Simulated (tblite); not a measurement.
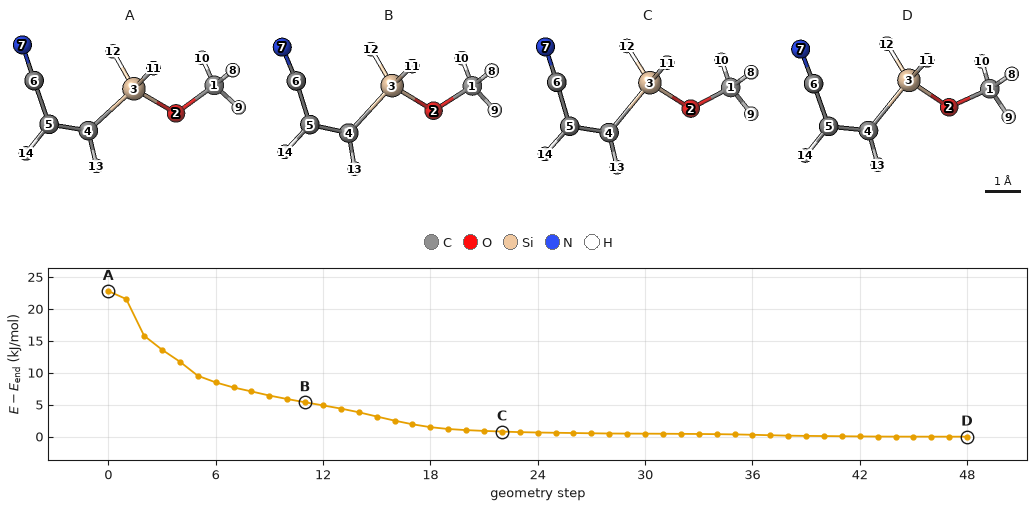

Frames of a relaxation of C₄H₇NOSi, marked on the history of the run. The picture is a ball-and-stick view, seen at a tilt.

These are results of GFN2-xTB geometry optimisation, gas phase in tblite, not measurements. 

> Describe the path.

Over 48 geometry steps the energy falls by 22.8 kJ/mol. The atom that moves furthest after the best rigid fit is H9 (0.34 Å). Largest moves by element: H 0.34 Å, Si 0.26 Å, O 0.24 Å, N 0.14 Å, C 0.13 Å. Near-neighbour distances that change, for instance: Si3–C4 1.835 → 1.880 Å, C1–O2 1.428 → 1.394 Å, O2–Si3 1.646 → 1.622 Å, C5–C6 1.429 → 1.407 Å. Among the angles between lasting bonds that change: O2–Si3–C4 111.8° → 99.4°, C1–O2–Si3 118.7° → 128.0°, Si3–C4–H13 112.1° → 118.7°. The run took 0.22 s on 1 thread of Intel(R) Xeon(R) 6975P-C, with other jobs on the host. From step 0 to 11: H9 moves most (0.12 Å), energy −17.4 kJ/mol. From step 11 to 22: H atoms move most (0.17 Å), energy −4.58 kJ/mol. From step 22 to 48: N7 moves most (0.14 Å), energy −0.80 kJ/mol.

```csv
step,"E − E(0), kJ/mol"
0,0.00
1,-1.25
2,-6.99
3,-9.18
4,-11.06
5,-13.26
6,-14.30
7,-15.10
8,-15.72
9,-16.36
10,-16.91
12,-17.91
14,-18.98
16,-20.29
18,-21.32
20,-21.78
22,-22.01
24,-22.15
26,-22.23
28,-22.31
30,-22.34
32,-22.36
34,-22.41
36,-22.51
38,-22.65
40,-22.71
42,-22.77
44,-22.80
46,-22.80
48,-22.81
```
